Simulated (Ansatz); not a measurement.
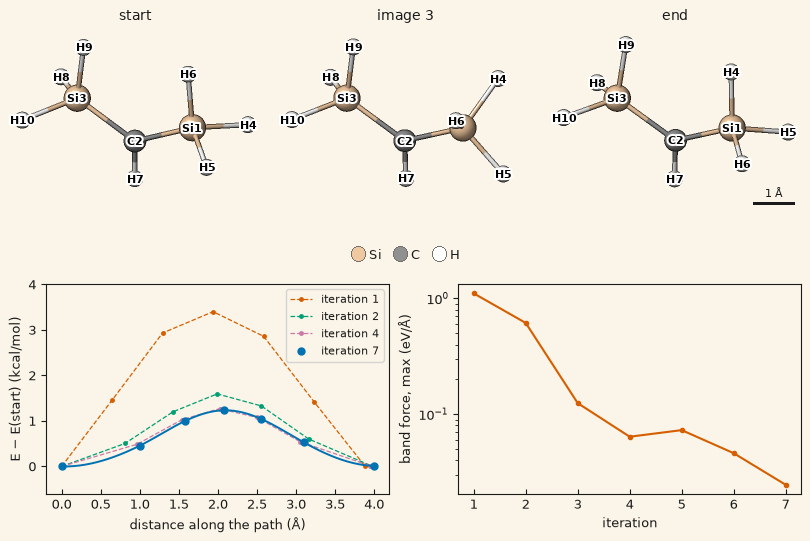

A search for the minimum-energy path of CH$_{7}$Si$_{2}$ (charge −1) by the nudged elastic band. Images are numbered from 0 (start) to 6 (end). The plot follows the band through its iterations. A ball-and-stick model, seen at a tilt.

Theory: Ansatz 0.2.0, RKS PBE0-D4/def2-SVP.

The input:
```yaml
crystal:
  periodic: [false, false, false]
  atoms:
    - { symbol: Si, position_ang: [-1.12188, 0.842382, -0.729094] }
    - { symbol: C, position_ang: [0.084005, -0.466415, -0.586453] }
    - { symbol: Si, position_ang: [1.103186, -0.745145, 0.852699] }
    - { symbol: H, position_ang: [-2.574844, 0.45719, -1.033771] }
    - { symbol: H, position_ang: [-0.930965, 1.91084, -1.814722] }
    - { symbol: H, position_ang: [-1.23378, 1.660041, 0.539593] }
    - { symbol: H, position_ang: [0.225538, -1.130571, -1.451671] }
    - { symbol: H, position_ang: [1.035516, -2.118842, 1.531471] }
    - { symbol: H, position_ang: [0.785615, 0.218086, 1.97611] }
    - { symbol: H, position_ang: [2.627607, -0.627587, 0.715829] }
total_charge: -1
basis:
  gaussian: { orbitals: def2-SVP }
hamiltonian:
  xc: pbe0
  dispersion: d4
neb:
  order_check: false
  images: 5
  f_tol: 0.03
  max_iterations: 60
  initial_path: idpp
  spring: { min: 2.0, max: 10.0 }
  final_atoms:
    - { symbol: Si, position_ang: [-1.03102298, 0.93624856, -0.74604787] }
    - { symbol: C, position_ang: [0.29624494, -0.25359089, -0.64705645] }
    - { symbol: Si, position_ang: [0.96137057, -0.89053859, 0.88262864] }
    - { symbol: H, position_ang: [-1.73517562, 1.12507658, 0.58071032] }
    - { symbol: H, position_ang: [-2.16398912, 0.62590736, -1.7270363] }
    - { symbol: H, position_ang: [-0.73873641, 2.38304628, -1.17265153] }
    - { symbol: H, position_ang: [0.81536688, -0.51841222, -1.57991283] }
    - { symbol: H, position_ang: [1.15019074, -2.40656284, 0.97990457] }
    - { symbol: H, position_ang: [0.0912946, -0.55331577, 2.07479218] }
    - { symbol: H, position_ang: [2.3544544, -0.44787947, 1.35466027] }
```

Command:
```bash
ansatz run input.yaml --threads 1 --pin off --max-ram 2048MiB --backend cpu --events-out ev --progress --plain --runs-dir out
```

Question: Did the band converge, and can the barrier be trusted?

Answer: The run is converged, with reservations. The band converged in 7 iterations. The largest component of the band force went from 1.1 to 0.025 eV/Å. The climbing image converged on the top of the path. Its curvatures weren't checked. The first iteration put the highest image at 3.40 kcal/mol. The two ends have nearly the same energy, and the highest point, image 3, lies 1.23 kcal/mol above the start.

Limits of the set-up: the basis has no diffuse functions, which an anion needs.

The run took 110 s on 1 thread of Arm Neoverse V1 (shared host), peak memory 0.17 GiB.
